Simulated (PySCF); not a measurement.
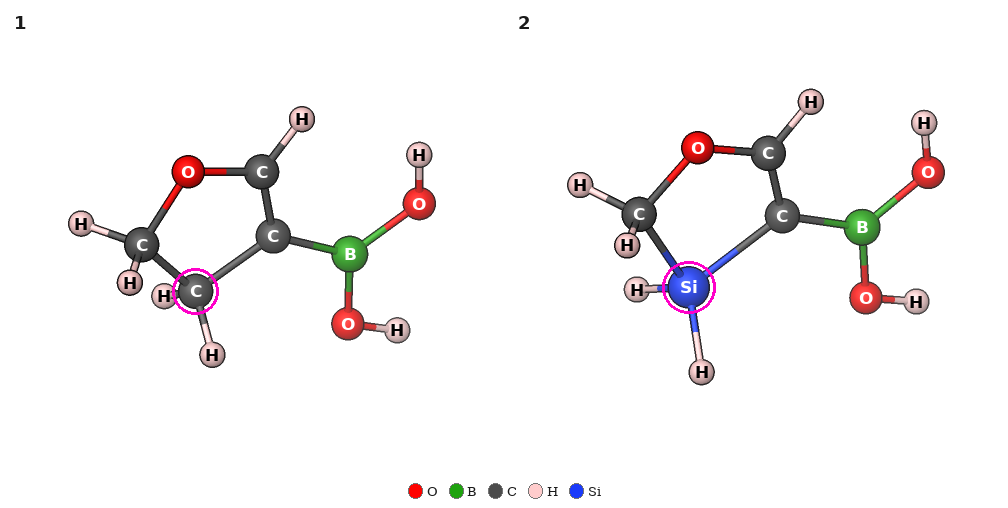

2 molecules with one skeleton, seen from the same side and at one scale; the atom that differs is circled. Charge 0, singlet. Computed geometries: GFN2-xTB optimisations, one conformation each. Properties computed with PySCF 2.14.0.

One atom differs, called X below: C in panel 1, Si in panel 2. Their formulas are C4H7BO3 (`OB(O)C1=COCC1`), C3H7BO3Si (`OB(O)C1=COC[SiH2]1`).

**In which is the HOMO–LUMO gap larger (PBE0/pcSseg-1)?**

In panel 2 (X = Si).

**In which is the mean GIAO shielding of the 2 C atoms bonded to X larger (PBE0/pcSseg-1)?**

In panel 2 (X = Si).

Give the values. With GFN2-xTB: mean length of X–H (Å), angle C–X–C (°). With PBE0/pcSseg-1: dipole moment (D), HOMO energy (Kohn–Sham orbital) (eV), HOMO–LUMO gap (eV), Hirshfeld charge of X (e), mean GIAO shielding of the 2 C atoms bonded to X (ppm).

```tsv
quantity	1 (C)	2 (Si)	2 − 1
mean length of X–H (Å)	1.090	1.466	+0.376
angle C–X–C (°)	102.5	88.3	−14.2
dipole moment (D)	0.40	0.87	+0.47
HOMO energy (Kohn–Sham orbital) (eV)	−6.30	−6.84	−0.54
HOMO–LUMO gap (eV)	6.24	6.50	+0.26
Hirshfeld charge of X (e)	−0.08	0.33	+0.41
mean GIAO shielding of the 2 C atoms bonded to X (ppm)	96.2	110.4	+14.2
```

The geometry is semi-empirical. Around B, Si such bond lengths and angles can be off by a tenth of an ångström or more and by several degrees, and values that hang on the shape move with them.
